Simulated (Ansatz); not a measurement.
## Run report: CH$_{7}$AlN, nudged elastic band

The run: nudged elastic band of CH$_{7}$AlN, multiplicity 2. Method and program: UKS B3LYP/6-31G* (Ansatz 0.2.0).

One setting was made poor on purpose. It belongs to a series of runs on one base structure; here: band between the two ends.

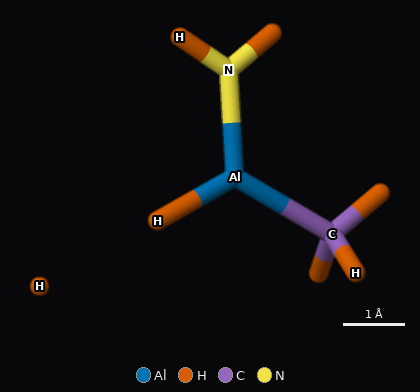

*The starting structure (stick view, seen at a tilt). Sticks mark near contacts.*

Summary

```json
{"quantity": "outcome", "value": "converged"}
{"quantity": "barrier, forward", "value": "0.015 eV"}
{"quantity": "barrier, backward", "value": "0.944 eV"}
{"quantity": "hardware", "value": "1 thread of Intel Xeon @ 2.90GHz (Ice Lake), 192 GiB of memory available, shared host"}
{"quantity": "wall time", "value": "5.7 min"}
{"quantity": "peak memory", "value": "0.18 GiB"}
```

A deliberately poor setting: loose force. The order of the saddle point was not checked.

The input
```yaml
crystal:
  periodic: [false, false, false]
  atoms:
    - { symbol: Al, position_ang: [0.013591, -0.045941, -0.133931] }
    - { symbol: H, position_ang: [-0.064148, -0.24581, 1.444029] }
    - { symbol: C, position_ang: [1.697708, 0.068695, -1.138551] }
    - { symbol: H, position_ang: [2.261593, -0.871892, -1.069768] }
    - { symbol: H, position_ang: [1.546962, 0.283229, -2.203691] }
    - { symbol: H, position_ang: [2.35061, 0.852801, -0.731938] }
    - { symbol: "N", position_ang: [-1.555134, 0.067115, -0.976981] }
    - { symbol: H, position_ang: [-2.455148, 0.014928, -0.514809] }
    - { symbol: H, position_ang: [-1.682389, 0.192705, -1.973999] }
    - { symbol: H, position_ang: [-0.233045, -0.31593, 3.973839] }
magnetization:
  spin_polarized: true
  initial_magnetization: 1
basis:
  gaussian: { orbitals: "6-31G*" }
hamiltonian:
  xc: b3lyp
neb:
  order_check: false
  images: 9
  f_tol: 0.2
  max_iterations: 36
  final_atoms:
    - { symbol: Al, position_ang: [-0.16445353, -0.75694971, -0.61710568] }
    - { symbol: H, position_ang: [0.1358917, -0.18437212, 3.05627913] }
    - { symbol: C, position_ang: [1.60718232, -0.01514058, -1.13814102] }
    - { symbol: H, position_ang: [2.21710288, -0.77574206, -1.64048215] }
    - { symbol: H, position_ang: [1.48929953, 0.83664083, -1.8205325] }
    - { symbol: H, position_ang: [2.16791215, 0.32308333, -0.25885748] }
    - { symbol: "N", position_ang: [-1.62790768, -0.03791133, -1.36616769] }
    - { symbol: H, position_ang: [-2.57841214, -0.33404573, -1.17864083] }
    - { symbol: H, position_ang: [-1.62644276, 0.72825184, -2.03272711] }
    - { symbol: H, position_ang: [0.26042753, 0.21608554, 3.67057534] }
  initial_path:
    images:
      - { positions_ang: [[0.013591, -0.045941, -0.133931], [-0.064148, -0.24581, 1.444029], [1.697708, 0.068695, -1.138551], [2.261593, -0.871892, -1.069768], [1.546962, 0.283229, -2.203691], [2.35061, 0.852801, -0.731938], [-1.555134, 0.067115, -0.976981], [-2.455148, 0.014928, -0.514809], [-1.682389, 0.192705, -1.973999], [-0.233045, -0.31593, 3.973839]] }
      - { positions_ang: [[0.01095595, -0.03700204, -0.10709831], [-0.05078332, -0.19782158, 1.51726823], [1.69920258, 0.05593008, -1.10821764], [2.21662895, -0.90555229, -1.08784787], [1.55084766, 0.32959823, -2.15551522], [2.37536463, 0.790857, -0.66448397], [-1.57680275, 0.05323099, -0.97312417], [-2.43022475, -0.15213049, -0.5839177], [-1.72892773, 0.31719793, -1.89597879], [-0.18566122, -0.25440783, 3.73311545]] }
      - { positions_ang: [[0.0083209, -0.02806309, -0.08026562], [-0.03741863, -0.14983315, 1.59050746], [1.70069717, 0.04316515, -1.07788428], [2.17166489, -0.93921259, -1.10592774], [1.55473332, 0.37596745, -2.10733945], [2.40011927, 0.72891301, -0.59702994], [-1.5984715, 0.03934698, -0.96926734], [-2.40530151, -0.31918897, -0.65302641], [-1.77546647, 0.44169087, -1.81795857], [-0.13827743, -0.19288566, 3.4923919]] }
      - { positions_ang: [[0.00568585, -0.01912413, -0.05343293], [-0.02405395, -0.10184473, 1.66374668], [1.70219175, 0.03040023, -1.04755093], [2.12670084, -0.97287288, -1.12400761], [1.55861898, 0.42233668, -2.05916367], [2.4248739, 0.66696901, -0.52957591], [-1.62014026, 0.02546297, -0.96541051], [-2.38037826, -0.48624746, -0.72213511], [-1.8220052, 0.5661838, -1.73993836], [-0.09089365, -0.13136349, 3.25166836]] }
      - { positions_ang: [[0.0030508, -0.01018518, -0.02660024], [-0.01068926, -0.05385631, 1.73698591], [1.70368633, 0.01763531, -1.01721757], [2.08173678, -1.00653318, -1.14208748], [1.56250463, 0.46870591, -2.0109879], [2.44962854, 0.60502501, -0.46212188], [-1.64180901, 0.01157896, -0.96155368], [-2.35545502, -0.65330595, -0.79124382], [-1.86854394, 0.69067674, -1.66191814], [-0.04350986, -0.06984132, 3.01094481]] }
      - { positions_ang: [[0.00041575, -0.00124622, 0.00023245], [0.00267542, -0.00586788, 1.81022514], [1.70518092, 0.00487039, -0.98688421], [2.03677273, -1.04019347, -1.16016736], [1.56639029, 0.51507513, -1.96281212], [2.47438317, 0.54308102, -0.39466785], [-1.66347776, -0.00230505, -0.95769686], [-2.33053177, -0.82036443, -0.86035252], [-1.91508267, 0.81516967, -1.58389793], [0.00387392, -0.00831915, 2.77022126]] }
      - { positions_ang: [[-0.03255811, -0.15238692, -0.12323518], [0.02931868, -0.04156873, 2.05943594], [1.6855812, 0.00086819, -1.01713557], [2.07283876, -0.98730319, -1.25623031], [1.55097214, 0.57938827, -1.9343562], [2.41308897, 0.49908148, -0.36750578], [-1.65636374, -0.0094263, -1.03939102], [-2.38010785, -0.72310069, -0.92401018], [-1.85735469, 0.79778611, -1.67366376], [0.05518464, 0.03656178, 2.95029208]] }
      - { positions_ang: [[-0.06553196, -0.30352762, -0.2467028], [0.05596193, -0.07726958, 2.30864673], [1.66598148, -0.003134, -1.04738694], [2.10890479, -0.93441291, -1.35229327], [1.53555399, 0.64370141, -1.90590027], [2.35179476, 0.45508194, -0.3403437], [-1.64924973, -0.01654756, -1.12108519], [-2.42968392, -0.62583695, -0.98766785], [-1.79962671, 0.78040254, -1.7634296], [0.10649537, 0.08144272, 3.13036289]] }
      - { positions_ang: [[-0.09850582, -0.45466832, -0.37017043], [0.08260519, -0.11297043, 2.55785753], [1.64638176, -0.0071362, -1.0776383], [2.14497082, -0.88152262, -1.44835623], [1.52013584, 0.70801455, -1.87744435], [2.29050056, 0.4110824, -0.31318163], [-1.64213571, -0.02366882, -1.20277935], [-2.47925999, -0.52857321, -1.05132551], [-1.74189872, 0.76301897, -1.85319544], [0.15780609, 0.12632366, 3.31043371]] }
      - { positions_ang: [[-0.13147968, -0.60580901, -0.49363805], [0.10924844, -0.14867128, 2.80706833], [1.62678204, -0.01113839, -1.10788966], [2.18103685, -0.82863234, -1.54441919], [1.50471769, 0.77232769, -1.84898842], [2.22920636, 0.36708287, -0.28601956], [-1.63502169, -0.03079008, -1.28447352], [-2.52883607, -0.43130947, -1.11498317], [-1.68417074, 0.74563541, -1.94296128], [0.20911681, 0.1712046, 3.49050452]] }
      - { positions_ang: [[-0.16445353, -0.75694971, -0.61710568], [0.1358917, -0.18437212, 3.05627913], [1.60718232, -0.01514058, -1.13814102], [2.21710288, -0.77574206, -1.64048215], [1.48929953, 0.83664083, -1.8205325], [2.16791215, 0.32308333, -0.25885748], [-1.62790768, -0.03791133, -1.36616769], [-2.57841214, -0.33404573, -1.17864083], [-1.62644276, 0.72825184, -2.03272711], [0.26042753, 0.21608554, 3.67057534]] }
```

Run as:
```bash
ansatz run input.yaml --threads 1 --pin off --max-ram 2048MiB --backend cpu --events-out ev --progress --plain --runs-dir out
```

Log
```
Engine: ansatz 0.2.0, x86_64-unknown-linux-gnu
Functional definition: B3LYP
  parameter a0 = 0.2
  parameter ax = 0.72
  parameter ac = 0.81
  exchange = (1 - a0 - ax)*slater_x + ax*b88_x + a0*exact_x
  correlation = (1 - ac)*vwn_rpa_c + ac*lyp_c
734 factors; integrals over basis functions are off by at most 5.8e-4 eV
mean field evaluation 1: about -9225.3262 eV, gradient 5.1e1 eV
mean field evaluation 2: about -9189.6662 eV, gradient 8.2e1 eV
mean field evaluation 4: about -9236.2701 eV, gradient 6.7e0 eV
mean field evaluation 8: about -9236.5558 eV, gradient 3.1e-1 eV
mean field evaluation 16: about -9236.5565 eV, gradient 9.7e-5 eV
mean field -9236.55652485 eV, -339.4371915253 hartree, gradient 2.2e-5 eV, S^2 0.750155; 0 other end points of the search recorded, 0 dependent functions left out
the calculation of the forces begins
reference -9236.55679365 eV, -339.4372014036 hartree; 17, 16 occupied and 46, 47 virtual orbitals, 734 factors
734 factors; integrals over basis functions are off by at most 9.0e-4 eV
mean field evaluation 32: about -9237.4861 eV, gradient 4.9e-5 eV
mean field -9237.48605958 eV, -339.4713512965 hartree, gradient 4.9e-5 eV, S^2 0.752012; 0 other end points of the search recorded, 0 dependent functions left out
[... from here on the field's lines of each further geometry are left out, up to the last ...]
NEB iter   1: max|band force component| = 4.695e0 eV/Å  barrier→ = 0.4621 eV  barrier← = 1.3916 eV  Δτ_max = 0.2000 Å  (307 SCF iters)
NEB iter   2: max|band force component| = 1.494e0 eV/Å  barrier→ = 0.1224 eV  barrier← = 1.0519 eV  Δτ_max = 0.2000 Å  (265 SCF iters)
NEB iter   3: max|band force component| = 9.954e0 eV/Å  barrier→ = 0.1984 eV  barrier← = 1.1279 eV  Δτ_max = 0.0993 Å  (260 SCF iters)
NEB iter   4: max|band force component| = 6.640e-1 eV/Å  barrier→ = 0.0269 eV  barrier← = 0.9564 eV  Δτ_max = 0.2000 Å  (249 SCF iters)
NEB iter   5: max|band force component| = 4.725e-1 eV/Å  barrier→ = 0.0138 eV  barrier← = 0.9433 eV  CI = image 2  Δτ_max = 0.2000 Å  (249 SCF iters)
NEB iter   6: max|band force component| = 4.481e-1 eV/Å  barrier→ = 0.0225 eV  barrier← = 0.9520 eV  CI = image 2  Δτ_max = 0.1147 Å  (252 SCF iters)
NEB iter   7: max|band force component| = 2.949e-1 eV/Å  barrier→ = 0.0192 eV  barrier← = 0.9487 eV  CI = image 2  Δτ_max = 0.1565 Å  (242 SCF iters)
NEB iter   8: max|band force component| = 2.136e-1 eV/Å  barrier→ = 0.0163 eV  barrier← = 0.9459 eV  CI = image 2  Δτ_max = 0.1994 Å  (245 SCF iters)
the calculation of the forces begins
reference -9237.48566770 eV, -339.4713368955 hartree; 17, 16 occupied and 46, 47 virtual orbitals, 734 factors
734 factors; integrals over basis functions are off by at most 5.9e-4 eV
mean field evaluation 800: about -9236.5417 eV, gradient 1.2e-4 eV
mean field -9236.54170002 eV, -339.4366467228 hartree, gradient 4.1e-5 eV, S^2 0.752755; 1 other end points of the search recorded, 0 dependent functions left out
the calculation of the forces begins
reference -9236.54195044 eV, -339.4366559258 hartree; 17, 16 occupied and 46, 47 virtual orbitals, 734 factors
NEB iter   9: max|band force component| = 1.930e-1 eV/Å  barrier→ = 0.0148 eV  barrier← = 0.9444 eV  CI = image 2  Δτ_max = 0.0000 Å  (499 SCF iters)
```

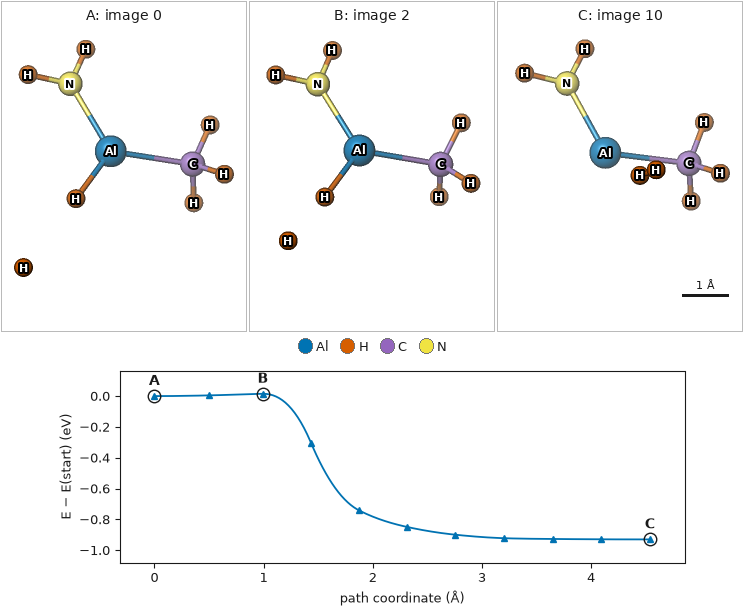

*Images of the last band (counted from 0; ball-and-stick, seen at a tilt) above the energy along the path; the line is a cubic interpolation that uses the forces.*

The highest image is number 2, 0.015 eV above the start and 0.944 eV above the end (the climbing image); the end lies 0.930 eV below the start. The path is 4.54 Å long. The band converged in 9 iterations.

```
Total energy: -9236.54195044 eV, -339.4366559258 hartree
Atom 0 at     0.017343    -0.013565    -0.043280 Å, force    -0.017168     0.004865    -0.028413 eV/Å
Atom 1 at    -0.063796    -0.139209     1.577557 Å, force     0.002925    -0.005513    -0.014458 eV/Å
Atom 2 at     1.700908     0.074498    -1.055906 Å, force    -0.035518     0.005201     0.012702 eV/Å
Atom 3 at     2.152337    -0.921891    -1.149772 Å, force     0.014156    -0.001446     0.001251 eV/Å
Atom 4 at     1.557303     0.465248    -2.070706 Å, force     0.004719    -0.007262     0.008198 eV/Å
Atom 5 at     2.439038     0.710735    -0.552550 Å, force     0.005279     0.000205    -0.005957 eV/Å
Atom 6 at    -1.557144     0.025658    -0.883085 Å, force     0.003835     0.004693     0.011345 eV/Å
Atom 7 at    -2.454687    -0.029526    -0.417047 Å, force    -0.005161    -0.003374     0.027692 eV/Å
Atom 8 at    -1.693950     0.106344    -1.883624 Å, force     0.027845     0.001505    -0.011737 eV/Å
Atom 9 at    -0.216751    -0.278393     3.152612 Å, force    -0.000912     0.001125    -0.000622 eV/Å
Dipole moment:    -0.119488     0.025610    -0.370020 e Å
this run last wrote the band of iteration 9 to [file]
```

The last band as extended XYZ (Å, eV, eV/Å)
```
10
Properties=species:S:1:pos:R:3:forces:R:3 image=0 energy=-9236.55652
Al    0.0136   -0.0459   -0.1339   -0.0036   0.0006  -0.0048
H    -0.0641   -0.2458    1.4440    0.0009   0.0012   0.0027
C     1.6977    0.0687   -1.1386    0.0121  -0.0063  -0.0084
H     2.2616   -0.8719   -1.0698   -0.0066   0.0197  -0.0018
H     1.5470    0.2832   -2.2037    0.0060  -0.0038   0.0190
H     2.3506    0.8528   -0.7319   -0.0116  -0.0125  -0.0090
N    -1.5551    0.0671   -0.9770   -0.0006   0.0023   0.0037
H    -2.4551    0.0149   -0.5148    0.0012  -0.0031  -0.0006
H    -1.6824    0.1927   -1.9740    0.0023   0.0022   0.0004
H    -0.2330   -0.3159    3.9738   -0.0002  -0.0003  -0.0012
10
Properties=species:S:1:pos:R:3:forces:R:3 image=1 energy=-9236.55213
Al    0.0134   -0.0300   -0.1009   -0.0430  -0.0387  -0.0327
H    -0.0652   -0.2138    1.4788    0.0047   0.0097   0.0526
C     1.7018    0.0739   -1.0979   -0.0236   0.0203  -0.0131
H     2.1752   -0.9145   -1.1655    0.0075  -0.0067  -0.0012
H     1.5703    0.4435   -2.1216    0.0128  -0.0043  -0.0055
H     2.4217    0.7318   -0.5951    0.0024   0.0058  -0.0050
N    -1.5636    0.0352   -0.9353    0.0612   0.0064  -0.0040
H    -2.4581   -0.0336   -0.4666   -0.0267  -0.0039   0.0349
H    -1.7030    0.1362   -1.9327    0.0063   0.0132  -0.0406
H    -0.2121   -0.2288    3.6112   -0.0016  -0.0017   0.0146
10
Properties=species:S:1:pos:R:3:forces:R:3 image=2 energy=-9236.54170
Al    0.0173   -0.0136   -0.0433   -0.0172   0.0049  -0.0284
H    -0.0638   -0.1392    1.5776    0.0029  -0.0055  -0.0145
C     1.7009    0.0745   -1.0559   -0.0355   0.0052   0.0127
H     2.1523   -0.9219   -1.1498    0.0142  -0.0014   0.0013
H     1.5573    0.4652   -2.0707    0.0047  -0.0073   0.0082
H     2.4390    0.7107   -0.5525    0.0053   0.0002  -0.0060
N    -1.5571    0.0257   -0.8831    0.0038   0.0047   0.0113
H    -2.4547   -0.0295   -0.4170   -0.0052  -0.0034   0.0277
H    -1.6940    0.1063   -1.8836    0.0278   0.0015  -0.0117
H    -0.2168   -0.2784    3.1526   -0.0009   0.0011  -0.0006
10
Properties=species:S:1:pos:R:3:forces:R:3 image=3 energy=-9236.86046
Al    0.0173   -0.0191   -0.0543    0.0557   0.0227  -0.0863
H    -0.0955   -0.1831    1.9059   -0.2061  -0.1932   1.7746
C     1.7116    0.0816   -1.0623   -0.0122  -0.0137  -0.0495
H     2.1572   -0.9165   -1.1553    0.0281  -0.0132  -0.0170
H     1.5596    0.4806   -2.0718    0.0277   0.0170  -0.0541
H     2.4412    0.7153   -0.5463    0.0225   0.0166  -0.0129
N    -1.5604    0.0292   -0.8916   -0.0851   0.0077  -0.0804
H    -2.4571   -0.0301   -0.4226    0.0136  -0.0006  -0.0157
H    -1.6980    0.1201   -1.8932   -0.0019   0.0004  -0.0004
H    -0.1953   -0.2780    2.8655    0.1578   0.1563  -1.4583
10
Properties=species:S:1:pos:R:3:forces:R:3 image=4 energy=-9237.29798
Al    0.0252   -0.0139   -0.1430   -0.0681  -0.0172  -0.1010
H    -0.1240   -0.2263    2.2634   -0.0425  -0.0107   0.3143
C     1.7332    0.0832   -1.1369   -0.0244   0.1132   0.0008
H     2.1867   -0.9117   -1.1990    0.0469  -0.0483  -0.0552
H     1.6001    0.4790   -2.1499    0.0539  -0.0089  -0.0734
H     2.4355    0.7306   -0.5965    0.0070  -0.0227  -0.0711
N    -1.5725    0.0378   -0.9568    0.0404   0.0041  -0.0968
H    -2.4593   -0.0274   -0.4716   -0.0028   0.0010   0.0210
H    -1.7321    0.1190   -1.9552   -0.0081   0.0114  -0.0661
H    -0.2121   -0.2703    3.0199   -0.0024  -0.0220   0.1275
10
Properties=species:S:1:pos:R:3:forces:R:3 image=5 energy=-9237.40536
Al    0.0225   -0.0889   -0.2120   -0.0377  -0.0238  -0.1059
H    -0.1395   -0.2320    2.5376   -0.0138   0.0132   0.1005
C     1.7376    0.0685   -1.1997   -0.0043   0.0811   0.0198
H     2.2255   -0.9112   -1.2601    0.0295  -0.0227  -0.0323
H     1.6050    0.4580   -2.2166    0.0023  -0.0133  -0.0130
H     2.4184    0.7379   -0.6574   -0.0080  -0.0306  -0.0574
N    -1.5661    0.0321   -1.0391   -0.1903   0.0119  -0.0327
H    -2.4455   -0.0373   -0.5347    0.0934  -0.0104  -0.0187
H    -1.7630    0.1693   -2.0270    0.1329   0.0081   0.0301
H    -0.2144   -0.1965    3.2833   -0.0040  -0.0136   0.1095
10
Properties=species:S:1:pos:R:3:forces:R:3 image=6 energy=-9237.45562
Al    0.0131   -0.2741   -0.2808    0.0263   0.0062  -0.0524
H    -0.1519   -0.2435    2.7543    0.0058  -0.0098  -0.0620
C     1.7228    0.0499   -1.2461   -0.0313   0.0195   0.0049
H     2.2725   -0.8920   -1.3538    0.0514  -0.0128  -0.0180
H     1.5689    0.4766   -2.2455   -0.0292  -0.0099   0.0073
H     2.3596    0.7365   -0.6742   -0.0020  -0.0232  -0.0157
N    -1.5578    0.0180   -1.0952    0.0120   0.0117   0.0707
H    -2.4487   -0.0733   -0.6216   -0.0345  -0.0314  -0.0377
H    -1.6999    0.3273   -2.0502    0.0117   0.0321  -0.0536
H    -0.1981   -0.1254    3.4872   -0.0103   0.0177   0.1566
10
Properties=species:S:1:pos:R:3:forces:R:3 image=7 energy=-9237.47817
Al   -0.0041   -0.4783   -0.3744   -0.0444   0.0049  -0.0321
H    -0.1228   -0.2109    2.8902    0.0003  -0.0022   0.0145
C     1.7029    0.0166   -1.2645   -0.0150   0.0392  -0.0009
H     2.3126   -0.8722   -1.4588    0.0348  -0.0200  -0.0085
H     1.5227    0.5277   -2.2190   -0.0068  -0.0036   0.0003
H     2.2919    0.6847   -0.6239    0.0063  -0.0126  -0.0092
N    -1.5534    0.0151   -1.1367    0.0589  -0.0372   0.0591
H    -2.4629   -0.1847   -0.7377   -0.0243   0.0128  -0.0411
H    -1.6531    0.5213   -2.0106   -0.0099   0.0121  -0.0036
H    -0.1532   -0.0194    3.6095    0.0002   0.0066   0.0217
10
Properties=species:S:1:pos:R:3:forces:R:3 image=8 energy=-9237.48322
Al   -0.0339   -0.6702   -0.4874   -0.0242  -0.0073   0.0037
H    -0.0700   -0.2267    2.9085    0.0002   0.0066   0.0147
C     1.6820   -0.0089   -1.2459   -0.0238   0.0050   0.0057
H     2.3281   -0.8424   -1.5428    0.0188  -0.0015  -0.0080
H     1.5042    0.6227   -2.1257    0.0066   0.0022  -0.0009
H     2.2305    0.5825   -0.5025    0.0074  -0.0011  -0.0058
N    -1.5637   -0.0059   -1.1499    0.0105  -0.0036  -0.0138
H    -2.4921   -0.2670   -0.8392    0.0087   0.0035  -0.0028
H    -1.6252    0.6779   -1.8981   -0.0061   0.0000   0.0061
H    -0.0793    0.1379    3.5574    0.0019  -0.0039   0.0012
10
Properties=species:S:1:pos:R:3:forces:R:3 image=9 energy=-9237.48541
Al   -0.0898   -0.7331   -0.5535   -0.0069  -0.0017   0.0000
H     0.0129   -0.1952    2.9639    0.0009   0.0013   0.0046
C     1.6499   -0.0143   -1.1980    0.0066  -0.0006  -0.0059
H     2.2632   -0.8080   -1.6414   -0.0019   0.0039   0.0021
H     1.4953    0.7647   -1.9558   -0.0009  -0.0020   0.0025
H     2.2265    0.4192   -0.3721   -0.0011  -0.0011  -0.0003
N    -1.5923   -0.0316   -1.2387   -0.0181   0.0082  -0.0103
H    -2.5328   -0.3149   -0.9899    0.0165  -0.0027   0.0020
H    -1.6249    0.7113   -1.9304    0.0042  -0.0045   0.0034
H     0.0726    0.2017    3.5902    0.0006  -0.0008   0.0019
10
Properties=species:S:1:pos:R:3:forces:R:3 image=10 energy=-9237.48606
Al   -0.1645   -0.7570   -0.6171   -0.0025   0.0055  -0.0027
H     0.1359   -0.1844    3.0563    0.0019   0.0054   0.0094
C     1.6072   -0.0151   -1.1381    0.0008  -0.0004  -0.0018
H     2.2171   -0.7757   -1.6405   -0.0005   0.0018   0.0015
H     1.4893    0.8366   -1.8205   -0.0002  -0.0029   0.0017
H     2.1679    0.3231   -0.2589   -0.0004  -0.0002  -0.0018
N    -1.6279   -0.0379   -1.3662   -0.0005   0.0024   0.0010
H    -2.5784   -0.3340   -1.1786    0.0019   0.0004  -0.0023
H    -1.6264    0.7283   -2.0327    0.0014  -0.0059   0.0038
H     0.2604    0.2161    3.6706   -0.0019  -0.0061  -0.0088
```
